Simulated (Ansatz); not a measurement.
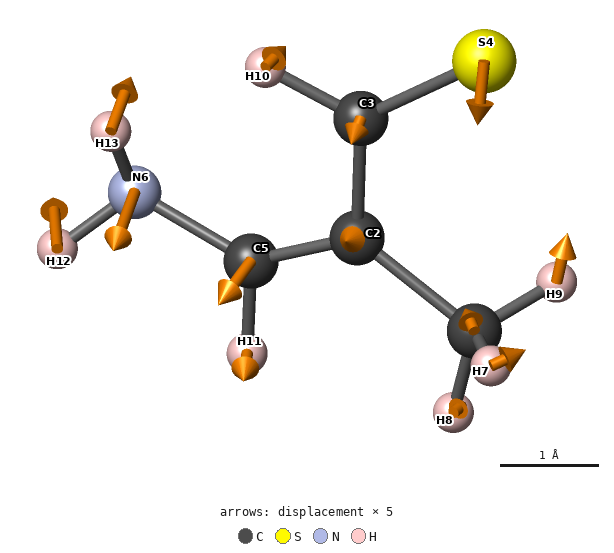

This is a relaxation of C4H7NS. The starting structure is drawn; orange arrows show the displacements, magnified 5 times. The two geometries are superimposed by the best rigid fit.

Style: ball-and-stick. Shown at a tilt.

The run prepares an end point of a later path (inversion) calculation, from a guessed geometry.

Level of theory: RKS r2SCANh/def2-SVP in Ansatz. (no spin polarisation; force threshold 0.015 eV/Å; at most 40 steps)

**What happened in the run?**

The energy falls by 44.9 kJ/mol in 9 geometry steps. Largest force component: 2.8 eV/Å at the start, 0.013 eV/Å at the end. The N atom moves most after the best rigid fit: 0.21 Å. Largest moves by element: N 0.21 Å, H 0.19 Å, S 0.14 Å, C 0.14 Å. Among the contacts that change: C–C 1.488 → 1.427 Å, C–S 1.702 → 1.645 Å, C–H 1.050 → 1.100 Å, C–C 1.330 → 1.379 Å. Among the angles between lasting bonds that change: H–C–H 114.2° → 105.9°, H–N–H 110.5° → 117.6°, C–N–H 114.8° → 121.9°.
